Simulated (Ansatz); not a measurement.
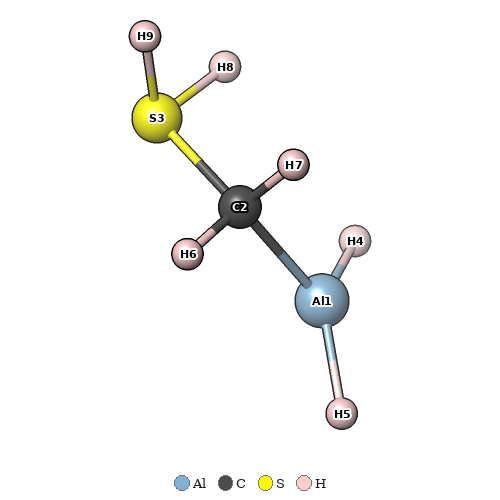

The system is CH6AlS, SMILES [AlH2][CH2][SH2+], charge +1; the picture shows the grid point nearest to the relaxed geometry. Two internal coordinates are moved rigidly from the geometry relaxed at PBE0-D4/def2-TZVP, all others fixed. The first coordinate is: angle H6–C2–H7; the second: torsion H4–Al1–C2–S3. The grid has 7 × 5 points. Points are written as (first, second). Energies are in eV, from the lowest grid point. Level of theory: RKS r2SCAN-D4/def2-TZVPP in Ansatz 0.2.0.

Its coordinates:

```yaml
atoms:
  - { symbol: Al, position_ang: [-0.8304, 0.7258, -1.2770] }
  - { symbol: C, position_ang: [0.6172, 0.2427, 0.0652] }
  - { symbol: S, position_ang: [0.7807, -1.5094, 0.3129] }
  - { symbol: H, position_ang: [-2.0595, -0.2541, -1.1790] }
  - { symbol: H, position_ang: [-0.5176, 1.9891, -2.1436] }
  - { symbol: H, position_ang: [1.5937, 0.5668, -0.3071] }
  - { symbol: H, position_ang: [0.4237, 0.7428, 1.0172] }
  - { symbol: H, position_ang: [-0.4684, -1.8581, 0.6908] }
  - { symbol: H, position_ang: [1.2964, -1.6445, 1.5590] }
```

Range: angle H6–C2–H7 from 84.6 to 132.6°; torsion H4–Al1–C2–S3 from 36 to 180°.

Question: Predict the map.

Answer: The lowest grid point is at (108.6°, 180°). It lies at the edge of the scanned range, so the true minimum may lie outside. The energy also falls towards the edge at (108.6°, 36°) (0.008 eV above the lowest), where a further well may lie outside the range. The highest grid point, (84.6°, 108°), lies 0.620 eV above the lowest.

```
torsion H4–Al1–C2–S3 ↓, angle H6–C2–H7 →   84.6   92.6  100.6  108.6  116.6  124.6  132.6
                                     180  0.416  0.187  0.048  0.000  0.044  0.181  0.410
                                     144  0.517  0.281  0.133  0.075  0.108  0.234  0.451
                                     108  0.620  0.367  0.206  0.138  0.164  0.287  0.505
                                      72  0.574  0.320  0.160  0.098  0.132  0.265  0.498
                                      36  0.440  0.202  0.057  0.008  0.055  0.199  0.439
```

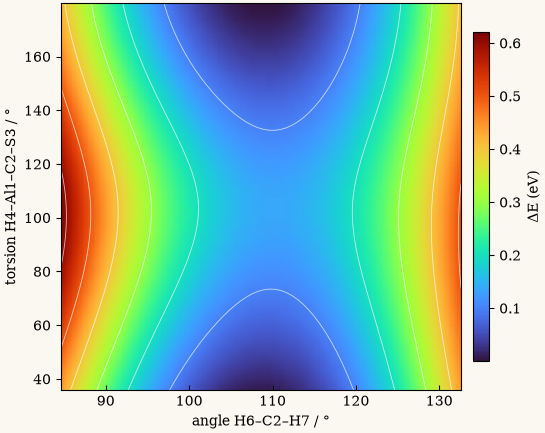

Drawn: a smooth colour map with a few white contour lines. Between grid points the surface is interpolated.

Each point was launched as `ansatz run in.yaml --threads 2 --pin off --events-out ev --progress --plain --max-ram 4352MiB`.
